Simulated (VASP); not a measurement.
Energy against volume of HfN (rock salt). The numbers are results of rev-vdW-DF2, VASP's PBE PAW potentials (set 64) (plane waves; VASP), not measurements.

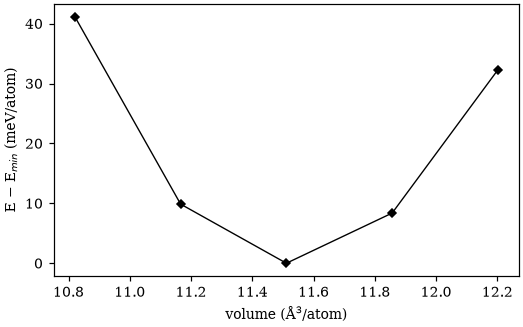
Figure. Energy against volume

Q: Estimate the equilibrium volume and the bulk modulus.

A: The minimum lies near 11.5 Å³/atom, and the curvature gives B0 of about 280 GPa.

Measured: a 4.524 Å (computed value off by -0.2 %), as given by Seo, Lee, Wen, Petrov, Greene, Gall, J. Appl. Phys. 96, 878 (2004). The calculation is for a static lattice, while the measured a holds thermal and zero-point effects, which are part of the difference.

The compound is HfN in the rock salt structure. It was relaxed first.
